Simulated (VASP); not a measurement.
Band structure of RhSb (relaxed from the zinc blende structure, space group F-43m). All values below come from r2SCAN meta-GGA, VASP's PBE PAW potentials (set 64) (plane waves; VASP).

Unless said otherwise, spin-orbit coupling is left out, though it shifts the bands of the heavy elements here.

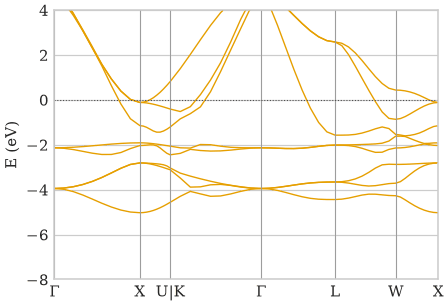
Figure: Bands along high-symmetry lines, zero at the valence-band maximum or, without a gap, the Fermi level

Q: Read the plot: is there a gap, and where are the band edges?

A: It has no gap at this level: it comes out as a metal or semimetal.

The structure was generated: RhSb was put into the zinc blende type (F-43m), which need not be its known phase. It was relaxed first, which changed the volume by -27 %.
